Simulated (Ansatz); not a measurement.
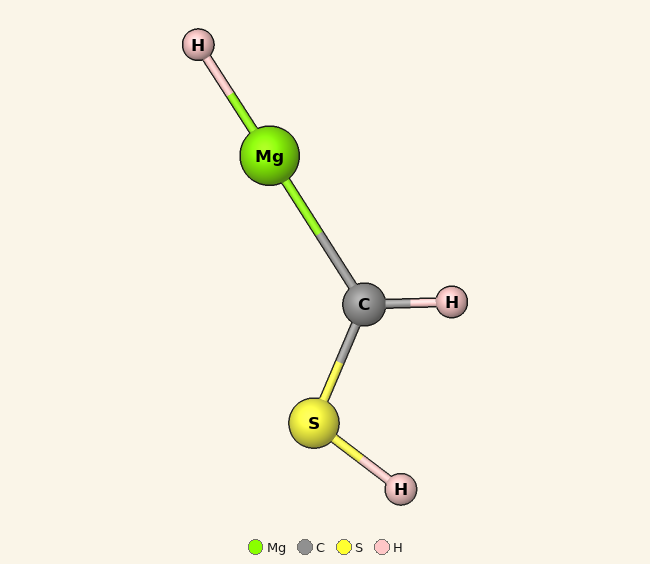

All atoms lie in one plane, which faces the viewer. The species has charge +1 and is a spin singlet. The geometry was computed by an optimisation with PBE-D4/def2-SVP. No frequency run is at hand to confirm it as a minimum.

Question: Which symmetry elements does this geometry have?

Answer: It has 1 mirror plane, so the point group is Cs. The group has 2 operations. The geometry is achiral, and symmetry allows a dipole moment.
